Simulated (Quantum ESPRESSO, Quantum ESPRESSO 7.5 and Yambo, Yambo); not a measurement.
# SrTiO3 (Tausonite): G0W0 with Yambo, start to end

Wanted: ground state, empty states, screening and self-energy for SrTiO3 (Tausonite).

Main program and level: Quantum ESPRESSO 7.5 and Yambo 5.3.0; PBE and many-body steps on it, plane waves.

**The experiments to reproduce.**

- Gap 3.77 eV: direct gap (M0 critical point); spectroscopic ellipsometry, second-derivative fit; 300 K; bulk crystal (commercial single crystal) (“Optical probe of ferroelectric order in bulk and thin film perovskite titanates”, 2013, arxiv:1309.1245).

Most raw output is cut from this account.

### Step 1. The starting structure

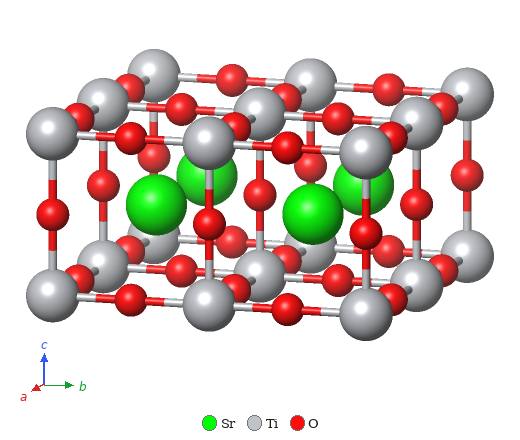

The cell as given, slightly off an axis (strontium green, titanium light grey, oxygen red). 2×2×1 cells are drawn. Some periodic images of atoms are drawn too.

The cell and positions come from the Crystallography Open Database and are kept as given unless a step says otherwise.

### Step 2. Ground state

This step: Quantum ESPRESSO 7.5; DFT, PBE, plane waves, norm-conserving pseudopotentials.

The ground-state density comes first.

Contents of pw.in:

```
&control
  calculation = 'scf'
  prefix = 'x'
  outdir = 'o'
  pseudo_dir = 'pseudo'
/
&system
  ibrav = 0
  nat = 5
  ntyp = 3
  ecutwfc = 76.0
  nbnd = 26
  force_symmorphic = .true.
/
&electrons
  conv_thr = 1e-10
  electron_maxstep = 80
  mixing_beta = 0.5
/
ATOMIC_SPECIES
  Sr 87.62 Sr.upf
  Ti 47.867 Ti.upf
  O 15.999 O.upf
CELL_PARAMETERS angstrom
  3.9052800000 0.0000000000 0.0000000000
  0.0000000000 3.9052800000 0.0000000000
  0.0000000000 0.0000000000 3.9052800000
ATOMIC_POSITIONS crystal
  Sr 0.5000000000 0.5000000000 0.5000000000
  Ti 0.0000000000 0.0000000000 0.0000000000
  O 0.5000000000 0.0000000000 0.0000000000
  O 0.0000000000 0.5000000000 0.0000000000
  O 0.0000000000 0.0000000000 0.5000000000
K_POINTS automatic
  6 6 6 0 0 0
```

Command:

```
$ OMP_NUM_THREADS=1 mpirun -n 8 pw.x -nk 8 -in pw.in > pw.out
```

Wall time 12 s (8 MPI ranks of Arm Neoverse V1, shared host); peak memory 0.57 GiB.

This step gave:

| Quantity | Value |
| --- | --- |
| total energy | -3905.9468 eV |
| gap | 1.908 eV |
| k of the valence top | -0.5, -0.5, -0.5 |
| k of the conduction bottom | 0, 0, 0 |
| least direct gap | 2.263 eV |

The gap is indirect, with the least direct gap 0.36 eV higher.

### Step 3. Bands along the symmetry lines

Levels along a band path, at the cheap level, show where the edges lie and whether the meshes to come will hold them.

Contents of pw.in:

```
&control
  calculation = 'bands'
  prefix = 'x'
  outdir = 'o'
  pseudo_dir = 'pseudo'
/
&system
  ibrav = 0
  nat = 5
  ntyp = 3
  ecutwfc = 76.0
  nbnd = 26
  force_symmorphic = .true.
/
&electrons
  conv_thr = 1e-9
  electron_maxstep = 80
  diago_full_acc = .true.
  diago_thr_init = 5e-6
/
ATOMIC_SPECIES
  Sr 87.62 Sr.upf
  Ti 47.867 Ti.upf
  O 15.999 O.upf
CELL_PARAMETERS angstrom
  3.9052800000 0.0000000000 0.0000000000
  0.0000000000 3.9052800000 0.0000000000
  0.0000000000 0.0000000000 3.9052800000
ATOMIC_POSITIONS crystal
  Sr 0.5000000000 0.5000000000 0.5000000000
  Ti 0.0000000000 0.0000000000 0.0000000000
  O 0.5000000000 0.0000000000 0.0000000000
  O 0.0000000000 0.5000000000 0.0000000000
  O 0.0000000000 0.0000000000 0.5000000000
K_POINTS crystal
  50
  0.00000000 0.00000000 0.00000000 1
  0.00000000 0.06250000 0.00000000 1
  0.00000000 0.12500000 0.00000000 1
  0.00000000 0.18750000 0.00000000 1
  0.00000000 0.25000000 0.00000000 1
  0.00000000 0.31250000 0.00000000 1
  0.00000000 0.37500000 0.00000000 1
  0.00000000 0.43750000 0.00000000 1
  0.00000000 0.50000000 0.00000000 1
  0.06250000 0.50000000 0.00000000 1
  0.12500000 0.50000000 0.00000000 1
  0.18750000 0.50000000 0.00000000 1
  0.25000000 0.50000000 0.00000000 1
  0.31250000 0.50000000 0.00000000 1
  0.37500000 0.50000000 0.00000000 1
  0.43750000 0.50000000 0.00000000 1
  0.50000000 0.50000000 0.00000000 1
  0.43750000 0.43750000 0.00000000 1
  0.37500000 0.37500000 0.00000000 1
  0.31250000 0.31250000 0.00000000 1
  0.25000000 0.25000000 0.00000000 1
  0.18750000 0.18750000 0.00000000 1
  0.12500000 0.12500000 0.00000000 1
  0.06250000 0.06250000 0.00000000 1
  0.00000000 0.00000000 0.00000000 1
  0.06250000 0.06250000 0.06250000 1
  0.12500000 0.12500000 0.12500000 1
  0.18750000 0.18750000 0.18750000 1
  0.25000000 0.25000000 0.25000000 1
  0.31250000 0.31250000 0.31250000 1
  0.37500000 0.37500000 0.37500000 1
  0.43750000 0.43750000 0.43750000 1
  0.50000000 0.50000000 0.50000000 1
  0.43750000 0.50000000 0.43750000 1
  0.37500000 0.50000000 0.37500000 1
  0.31250000 0.50000000 0.31250000 1
  0.25000000 0.50000000 0.25000000 1
  0.18750000 0.50000000 0.18750000 1
  0.12500000 0.50000000 0.12500000 1
  0.06250000 0.50000000 0.06250000 1
  0.00000000 0.50000000 0.00000000 1
  0.50000000 0.50000000 0.50000000 1
  0.50000000 0.50000000 0.43750000 1
  0.50000000 0.50000000 0.37500000 1
  0.50000000 0.50000000 0.31250000 1
  0.50000000 0.50000000 0.25000000 1
  0.50000000 0.50000000 0.18750000 1
  0.50000000 0.50000000 0.12500000 1
  0.50000000 0.50000000 0.06250000 1
  0.50000000 0.50000000 0.00000000 1
```

Run time: 6.8 s. Hardware: 8 MPI ranks; peak memory 0.53 GiB; 51 s of CPU time.

Numbers from this step:

```
gap                        : 1.908 eV
k of the valence top       : 0.5, 0.5, 0.5
k of the conduction bottom : 0, 0, 0
least direct gap           : 2.263 eV
```

The gap is 1.908 eV, as in the run before at this level.

Electronic bands along the path, in eV, zero at the top of the highest filled band:

```
    point  band 17  band 18  band 19  band 20  band 21  band 22  band 23  band 24
        Γ    -1.17    -0.36    -0.36    -0.36     1.91     1.91     1.91     4.39
        X    -2.34    -1.96    -0.73    -0.73     2.07     3.83     3.83     4.40
        M    -1.72    -1.55    -1.55    -0.09     3.84     3.84     4.30     5.37
        Γ    -1.17    -0.36    -0.36    -0.36     1.91     1.91     1.91     4.39
        R    -3.71     0.00     0.00     0.00     4.52     4.52     4.52     7.00
        X    -2.34    -1.96    -0.73    -0.73     2.07     3.83     3.83     4.40
jump to R    -3.71     0.00     0.00     0.00     4.52     4.52     4.52     7.00
        M    -1.72    -1.55    -1.55    -0.09     3.84     3.84     4.30     5.37
```

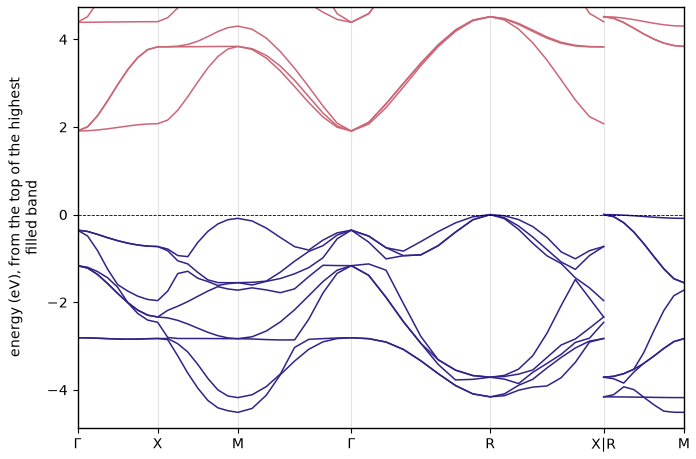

Electronic bands along the path; lines of filled and empty bands in two colours.

### Step 4. Empty states on the mesh, 4×4×4 mesh, 67 bands

The sums over transitions need many empty states on a uniform mesh; this step solves for them.

Contents of pw.in:

```
&control
  calculation = 'nscf'
  prefix = 'x'
  outdir = 'o'
  pseudo_dir = 'pseudo'
/
&system
  ibrav = 0
  nat = 5
  ntyp = 3
  ecutwfc = 76.0
  nbnd = 67
  force_symmorphic = .true.
/
&electrons
  conv_thr = 1e-9
  electron_maxstep = 80
  diago_full_acc = .true.
  diago_thr_init = 5e-6
/
ATOMIC_SPECIES
  Sr 87.62 Sr.upf
  Ti 47.867 Ti.upf
  O 15.999 O.upf
CELL_PARAMETERS angstrom
  3.9052800000 0.0000000000 0.0000000000
  0.0000000000 3.9052800000 0.0000000000
  0.0000000000 0.0000000000 3.9052800000
ATOMIC_POSITIONS crystal
  Sr 0.5000000000 0.5000000000 0.5000000000
  Ti 0.0000000000 0.0000000000 0.0000000000
  O 0.5000000000 0.0000000000 0.0000000000
  O 0.0000000000 0.5000000000 0.0000000000
  O 0.0000000000 0.0000000000 0.5000000000
K_POINTS automatic
  4 4 4 0 0 0
```

Command:

```
$ OMP_NUM_THREADS=1 mpirun -n 8 pw.x -nk 4 -in pw.in > pw.out
```

Wall time 6.1 s (8 MPI ranks); peak memory 0.48 GiB.

Numbers from this step:

* gap: 1.908 eV
* k of the valence top: -0.5, -0.5, -0.5
* k of the conduction bottom: 0, 0, 0
* least direct gap: 2.263 eV
* k points computed: 10
* lowest point of the top converged band, above the valence top: 39.47 eV

On this mesh the gap is 1.908 eV.

### Step 5. Conversion and set-up

This step: Yambo 5.3.0; conversion and set-up on PBE, plane waves, norm-conserving pseudopotentials.

The states are converted to the many-body program's format and the q mesh is built.

Command:

```
$ (cd o/x.save; p2y > p2y.log; mv SAVE ../..); yambo > setup.log
```

The job ended after 3.4 s (1 MPI rank; peak memory 0.25 GiB).

### Step 6. Screening and self-energy, 4×4×4 mesh, 67 bands, screening to 95.2 eV

Now the one-shot GW correction: screening in the RPA, then the self-energy of the levels asked for.

This step: G0W0 on PBE, plane waves, norm-conserving pseudopotentials.

Contents of gw1.in:

```
HF_and_locXC
gw0
dyson
ppa
em1d
rim_cut
RandQpts= 1000000
RandGvec= 1 RL
EXXRLvcs= 76 Ry
VXCRLvcs= 304 Ry
Chimod= "HARTREE"
% BndsRnXp
 1 | 67 |
%
NGsBlkXp= 7 Ry
% LongDrXp
 1 | 1 | 1 |
%
% GbndRnge
 1 | 67 |
%
DysSolver= "n"
ExtendOut
PPAPntXp= 27.21138 eV
% QPkrange
 10 | 10 | 19 | 22 |
 1 | 1 | 19 | 22 |
%
```

Command:

```
$ OMP_NUM_THREADS=1 mpirun -n 8 yambo -F gw1.in -J gw1 -C gw1 > gw1.log
```

It took 36 s on 8 MPI ranks; peak memory 3.4 GiB.

This step gave:

```yaml
g0w0_gap_on_the_points_computed: 3.537 eV
starting_gap_on_the_mesh: 1.908 eV
k_of_the_valence_top: -0.5, -0.5, -0.5
k_of_the_conduction_bottom: 0, 0, 0
least_direct_g0w0_gap_on_the_computed_points: 3.889 eV
z_at_the_valence_top: 0.7675
z_at_the_conduction_bottom: 0.7796
```

The gap on the mesh goes from 1.91 eV to 3.54 eV, a correction of +1.63 eV.

Limits: finite bands, cutoff and mesh; no spin-orbit coupling; coarse k mesh. v1 is the top filled band, c1 the lowest empty one. Levels before and after the correction, in eV, zero at the valence-band top of each column:

```
           conduction bottom  valence top
Kohn-Sham               1.91         0.00
     G0W0               3.54         0.00
```

```
                            level  energy (eV)
Kohn-Sham                 Γ v2-v1       -0.355
Kohn-Sham                 Γ c1-c2        1.908
Kohn-Sham  (-0.5 -0.5 -0.5) v2-v1        0.000
Kohn-Sham  (-0.5 -0.5 -0.5) c1-c2        4.517
     G0W0                 Γ v2-v1       -0.352
     G0W0                 Γ c1-c2        3.537
     G0W0  (-0.5 -0.5 -0.5) v2-v1        0.000
     G0W0  (-0.5 -0.5 -0.5) c1-c2        6.449
```

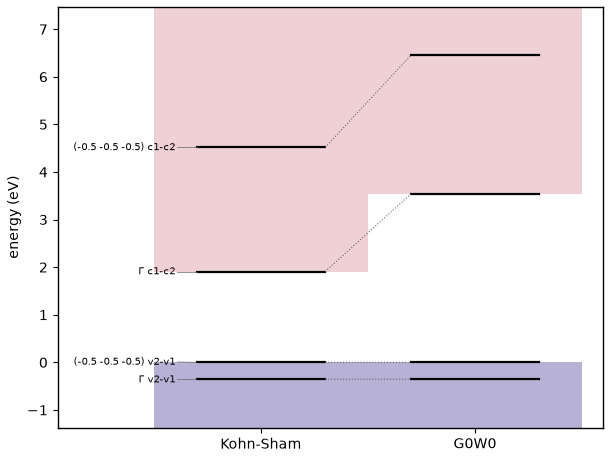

Levels before and after the correction. Shaded: valence and conduction bands.

### Step 7. Where the time went

Times are wall times on the hardware named with each run, good to a factor of about two.

```
                          step   time  share  memory (GiB)
                  ground state   12 s   18 %          0.57
bands along the symmetry lines  6.8 s   11 %          0.53
      empty states on the mesh  6.1 s   10 %          0.48
         conversion and set-up  3.4 s    5 %          0.25
     screening and self-energy   36 s   56 %           3.4
```

### Step 8. Outcome

```json
{
 "PBE gap": "1.91 eV, indirect",
 "G0W0 gap on the mesh": "3.54 eV",
 "GW settings": "4×4×4 mesh, 67 bands, screening to 95.2 eV, Godby-Needs plasmon pole",
 "known limits": "not at the basis limit; no spin-orbit coupling; coarse k mesh"
}
```

G0W0 moves the gap on the mesh from 1.91 eV to 3.54 eV (+1.63 eV), with Z of 0.77 and 0.78 at the edges. Only 2 of the mesh's irreducible points were corrected, so a valley elsewhere could overtake. The dearest step here is «screening and self-energy». Against experiment, by G0W0@PBE: the direct gap of 3.89 eV lies +0.12 eV from the measured 3.77 eV (direct, 300 K, 2013). An exciton line or allowed optical edge lies below the quasiparticle gap by the binding energy; a forbidden edge can push the onset above it. The calculation has static nuclei and no excitons; a measured gap holds zero-point and thermal motion, which mostly lowers it. Bands and cutoff are finite, so the gap is not at the basis limit. The miss can reach some tenths of an eV and take either sign; the mesh is an error of its own. In the G0W0 run levels were corrected at 2 k points alone, so a gap called «on the mesh» is the least over those, and an edge elsewhere would be missed. The 4×4×4 mesh is coarse for this cell, which bears on the long-range parts of exchange and screening. This is the ideal cubic cell; many perovskites, halides above all, are cubic only on average, and local tilts or off-centring can widen the gap. The many-body steps are scalar-relativistic: spin-orbit coupling is not in them.

[Paths, hosts, dates, memory and timing lines, banners, echoed tables and standing remarks are left out of the program output.]

[Logs are printed without paths, hosts, clocks, repeated set-up lines and the standing remarks that a program may print on its own settings, such as how far it seeks lower states.]

[Runs of the session that timed out or met a known fault of the program may be left out.]

[Hosts, paths, dates, database ids (printed as entryN), source tags and the programs' standing remarks are cut or masked in the printed files.]
